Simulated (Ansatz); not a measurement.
**GeH3F (SMILES [F][GeH3]): CAM-B3LYP/aug-cc-pVDZ**

What is the electronic atomisation energy of GeH3F at CAM-B3LYP/aug-cc-pVDZ? 

Program for the calculation: Ansatz 0.2.0.

55 further runs of the same task are left out: 6 that didn't finish, 49 set aside as unsound or not needed.

## (1) Starting point

The species is GeH3F (5 atoms), meant as a singlet with charge 0. SMILES: `[F][GeH3]`. The shape is that of a PBE0-D4/def2-TZVP optimisation.

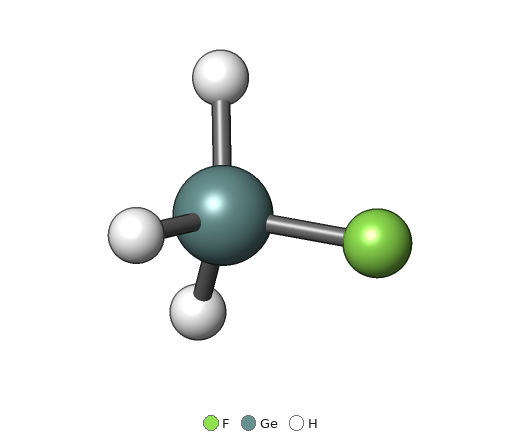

Viewed from a chosen angle; fluorine green, germanium teal, hydrogen white.

## (2) A single-point energy at CAM-B3LYP/aug-cc-pVDZ

File in.yaml:

```yaml
basis:
  gaussian:
    orbitals: aug-cc-pVDZ
crystal:
  periodic: [false, false, false]
  atoms:
    - {symbol: F, position_ang: [-1.046500, 0.474300, 1.162200]}
    - {symbol: Ge, position_ang: [0.068200, -0.041600, -0.072800]}
    - {symbol: H, position_ang: [1.331000, -0.512000, 0.658600]}
    - {symbol: H, position_ang: [-0.627800, -1.178000, -0.831200]}
    - {symbol: H, position_ang: [0.325100, 1.183600, -0.958100]}
hamiltonian:
  xc: {name: CAM-B3LYP}
accuracy: high
output: {orbitals: {seedname: orbitals}}
```

Started as:

```sh
$ ansatz run in.yaml --threads 1 --pin off --max-ram 3480MiB --events-out events.jsonl --progress --plain --runs-dir runs
```

The program printed:

```text
Warning: RAYON_NUM_THREADS=1 ignored (pool sized by the plan → 1); use --threads N
Functional definition: CAM-B3LYP
  name "CAM-B3LYP"
  parameter alpha = 0.19
  parameter beta = 0.46
  parameter omega = 0.33/bohr
  parameter ac = 0.81
  exchange = (1 - alpha - beta)*b88_x + beta*b88_x_sr(omega) + alpha*exact_x + beta*exact_x_lr(omega)
  correlation = (1 - ac)*vwn5_c + ac*lyp_c
1740 factors; integrals over basis functions are off by at most 4.5e-9 eV
426 factors; integrals over basis functions are off by at most 2.1e-9 eV
mean field evaluation 1: about -59284.9450 eV, gradient 3.3e1 eV
mean field evaluation 2: about -59282.8116 eV, gradient 5.2e1 eV
mean field evaluation 4: about -59286.6936 eV, gradient 1.0e0 eV
mean field evaluation 8: about -59286.7189 eV, gradient 8.5e-3 eV
mean field evaluation 16: about -59286.7189 eV, gradient 6.1e-7 eV
mean field -59286.71891298 eV, -2178.7467340707 hartree, gradient 8.5e-8 eV, S^2 0.000000; 0 other end points of the search recorded, 0 dependent functions left out
reference -59286.71893472 eV, -2178.7467348696 hartree; 22, 22 occupied and 64, 64 virtual orbitals, 1740 factors
Total energy: -59286.71893472 eV, -2178.7467348696 hartree
```

It took 6.3 s on 1 thread of Arm Neoverse V2, shared host; peak memory 0.3 GiB.

## (3) The F atom, same level

File job.yaml:

```yaml
crystal:
  periodic: [false, false, false]
  atoms:
    - {symbol: F, position_ang: [0.000000, 0.000000, 0.000000]}
basis:
  gaussian:
    orbitals: aug-cc-pVDZ
magnetization:
  spin_polarized: true
  initial_magnetization: 1
hamiltonian:
  xc: {name: CAM-B3LYP}
accuracy: high
```

Run the same way, it converges to -99.71610 Eh (log not shown).

## (4) The Ge atom

File molecule.yaml:

```yaml
crystal:
  periodic: [false, false, false]
  atoms:
    - {symbol: Ge, position_ang: [0.000000, 0.000000, 0.000000]}
basis:
  gaussian:
    orbitals: aug-cc-pVDZ
magnetization:
  spin_polarized: true
  initial_magnetization: 2
hamiltonian:
  xc: {name: CAM-B3LYP}
accuracy: high
```

Started as:

```sh
$ ansatz run molecule.yaml --threads 1 --pin off --max-ram 3480MiB --events-out events.jsonl --progress --plain --runs-dir runs
```

The program printed:

```text
Warning: RAYON_NUM_THREADS=1 ignored (pool sized by the plan → 1); use --threads N
[... 8 set-up lines as earlier in the session ...]
352 factors; integrals over basis functions are off by at most 4.5e-9 eV
136 factors; integrals over basis functions are off by at most 5.3e-10 eV
mean field evaluation 1: about -56518.2927 eV, gradient 2.0e0 eV
mean field evaluation 2: about -56518.3389 eV, gradient 4.4e-1 eV
mean field evaluation 4: about -56518.3490 eV, gradient 4.4e-1 eV
mean field evaluation 8: about -56518.3523 eV, gradient 1.9e-3 eV
mean field evaluation 16: about -56518.3523 eV, gradient 1.2e-7 eV
mean field -56518.35226209 eV, -2077.0111361167 hartree, gradient 9.2e-9 eV, S^2 2.002868; 0 other end points of the search recorded, 0 dependent functions left out
reference -56518.35227401 eV, -2077.0111365547 hartree; 17, 15 occupied and 19, 21 virtual orbitals, 352 factors
Total energy: -56518.35227401 eV, -2077.0111365547 hartree
```

It took 2 s on 1 thread of Arm Neoverse V2, shared host; peak memory 0.11 GiB.

## (5) The H atom, same level

File in.yaml:

```yaml
crystal:
  periodic: [false, false, false]
  atoms:
    - {symbol: H, position_ang: [0.000000, 0.000000, 0.000000]}
basis:
  gaussian:
    orbitals: aug-cc-pVDZ
magnetization:
  spin_polarized: true
  initial_magnetization: 1
hamiltonian:
  xc: {name: CAM-B3LYP}
accuracy: high
```

Run the same way, it converges to -0.49832 Eh (log not shown).

## (6) Outcome

Level: CAM-B3LYP/aug-cc-pVDZ.

| quantity | value |
| --- | --- |
| molecule: total energy | -2178.74673 Eh |
| molecule: HOMO energy | -11.13 eV |
| molecule: LUMO energy | 0.12 eV |
| molecule: HOMO–LUMO gap | 11.25 eV |
| F atom: total energy | -99.71610 Eh |
| F atom: ⟨S²⟩ | 0.752 |
| Ge atom: total energy | -2077.01114 Eh |
| Ge atom: ⟨S²⟩ | 2.003 |
| H atom: total energy | -0.49832 Eh |
| H atom: ⟨S²⟩ | 0.750 |
| electronic atomisation energy | 14.274 eV |

In words: Taking the molecule apart into free atoms costs 14.27 eV (329 kcal/mol), before zero-point energy and without spin-orbit coupling.
